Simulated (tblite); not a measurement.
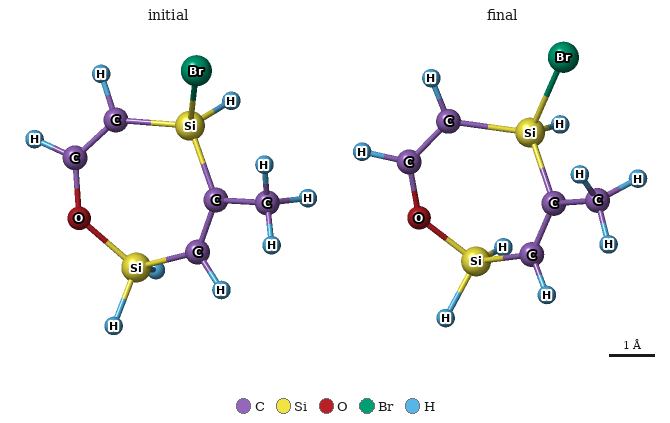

The structure of C5H9BrOSi2 before (left) and after (right) a relaxation, at one scale.

The picture is a ball-and-stick view, seen at a tilt.

The calculation used GFN2-xTB geometry optimisation, gas phase in tblite 0.8.0. 

Question: Describe what moved and what it gained.

Answer: The energy falls by 65.8 kJ/mol in 130 geometry steps. The largest move after the best rigid fit is that of the Br atom, 1.29 Å. Largest moves by element: Br 1.29 Å, H 0.89 Å, Si 0.43 Å, C 0.29 Å, O 0.18 Å. Some distances before and after: Si–Si 3.618 → 3.311 Å, O–Si 1.708 → 1.636 Å, C–Si 1.823 → 1.889 Å, C–Si 1.805 → 1.866 Å. Bond angles that change, for instance: C–C–Si 130.8° → 118.7°, C–C–Si 135.3° → 125.5°, O–Si–H 107.6° → 99.0°. Groups turn about C–Si by about 35°, C–Si by about 30°, C–C by about 30°. The run took 1.5 s on 1 thread of Arm Neoverse V1, with other jobs on the host.
